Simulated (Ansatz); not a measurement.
```yaml
atoms:
  - { symbol: Al, position_ang: [0.0024, -0.1265, 0.3272] }
  - { symbol: Cl, position_ang: [-0.1980, 0.8347, 2.2152] }
  - { symbol: F, position_ang: [1.4877, 0.0262, -0.4515] }
  - { symbol: F, position_ang: [-1.3668, -0.1755, -0.6520] }
  - { symbol: N, position_ang: [0.1019, -2.0721, 0.8686] }
  - { symbol: H, position_ang: [-0.6698, -2.6064, 0.4430] }
  - { symbol: H, position_ang: [0.9907, -2.4899, 0.5562] }
  - { symbol: H, position_ang: [0.0392, -2.1731, 1.8922] }
```

Theory: RKS PBE-D4/def2-SVP (Ansatz 0.2.0).

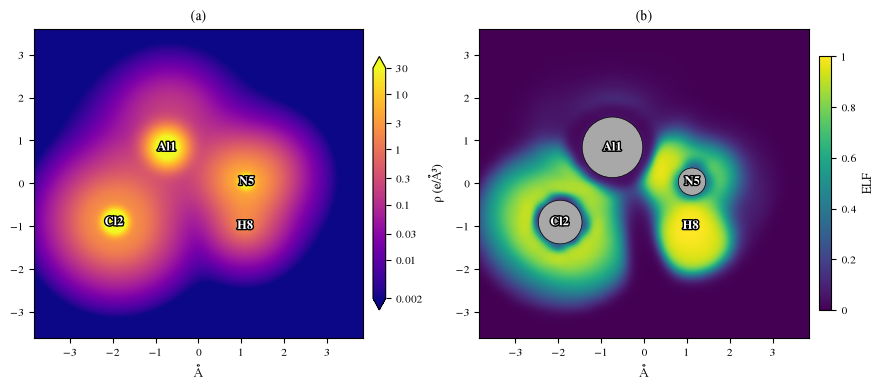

AlClF2H3N. (a) electron density; (b) ELF on the plane of atoms Al1, N5 and H8. Grey discs cover the atomic cores in the ELF map.

**What do the fields say about this system?**

The plane passes through Al, Cl, N and H nuclei. Al–N (2.02 Å): ρ is about 0.52 e/Å³ halfway; the ELF peaks at about 0.95 between the atoms (a polar covalent bond). Al–Cl (2.13 Å): ρ at the midpoint is about 0.67 e/Å³; the ELF peaks at about 0.90 in the valence shell of Cl, 0.9 Å from its nucleus, and is about 0.80 at the midpoint. N–H (1.03 Å): ρ at the midpoint is about 2.8 e/Å³; the ELF climbs to about 1 towards the hydrogen, as it does in any bond to H (a covalent bond by its length). The ELF also peaks beside Cl2, away from the bonds: lone-pair regions.
